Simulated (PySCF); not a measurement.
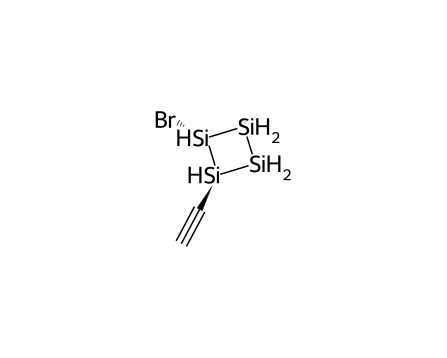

The drawing above gives the connectivity. The geometry was computed by an optimisation with GFN2-xTB. No frequency run is at hand to confirm it as a minimum.

What does the molecule look like in three dimensions?

Formula C₂H₇BrSi₄. SMILES: `C#C[Si@@H]1[SiH2][SiH2][Si@H]1Br`. Independent rings (smallest set): 1 of 4 members. Among its groups: alkyne, Si–H bond. The point group is C1. Coordination, clear cases only: 2 C linear.

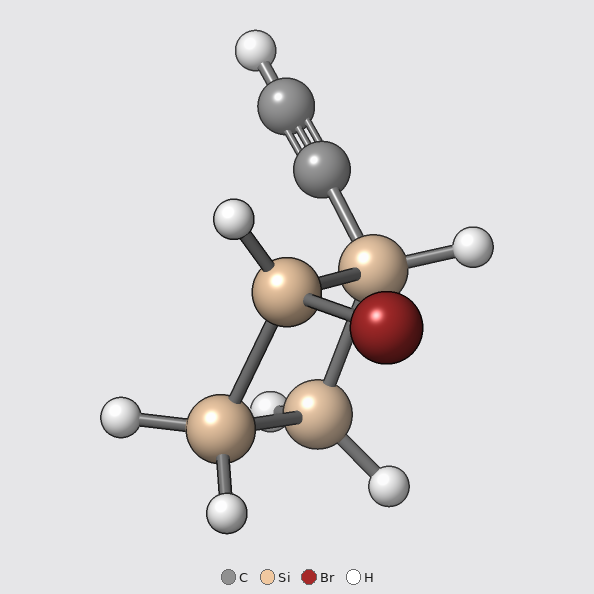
